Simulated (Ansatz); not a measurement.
Energy against volume for HfO2 (fluorite)

HfO2 (fluorite)

```
CELL_PARAMETERS angstrom
      0.00000     2.52227     2.52227
      2.52227     0.00000     2.52227
      2.52227     2.52227     0.00000
ATOMIC_POSITIONS crystal
  Hf 0.00000 0.00000 0.00000
  O  0.25000 0.25000 0.25000
  O  0.75000 0.75000 0.75000
```

E(V) scan at fixed shape, V₀ the volume above. Symmetry pins the atoms to their sites.

Calculation: PBEsol (plane waves to 420 eV, PAW, scalar-relativistic; Ansatz, a first-principles code). k mesh 11×11×11 (Γ-centred), Fermi-Dirac smearing 0.05 eV. E stands for the smeared free energy. Compression counts positive. HfO2 is run without spin polarisation. HfO2 was relaxed with its symmetry unable to fall. Spin-orbit coupling is left out, though Hf is heavy. The PAW data are Ansatz's earlier set. This is a high-temperature form of HfO2. ΔE is measured from the relaxed starting cell.

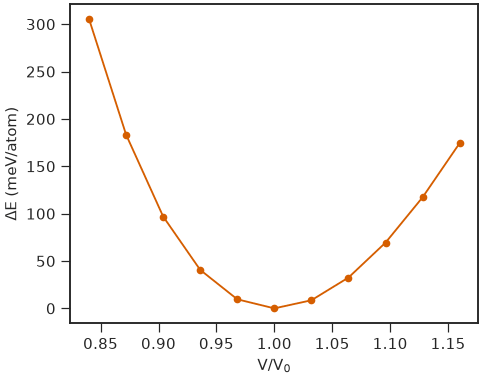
Figure. ΔE (meV/atom) against V/V₀; computed points joined by lines.

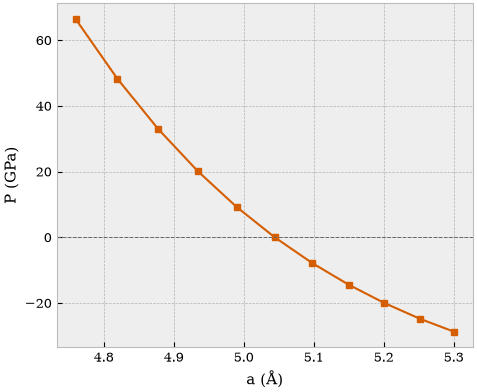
*P (GPa) against a (Å); markers are the computed points, lines only join them.*

The energy cost of the largest expansion comes out as 174.5 meV/atom and the pressure derivative B₀′ (fit) is 4.2. The bulk modulus B₀ (third-order Birch-Murnaghan fit) is 264 GPa. The equilibrium volume of the fit is 10.70 Å³/atom and the energy cost of the largest compression is 305.5 meV/atom.

Check by three points about V = 10.697 Å³/atom, step 0.342: d²E/dV² ≈ (9.6 − 2·0.0 + 8.6) meV / 0.342² = 0.155 eV/Å⁶, and V·d²E/dV² × 160.2 = 266 GPa.

(A scan under strain: stresses follow from slopes of the energy per volume, elastic moduli from its curvatures.)
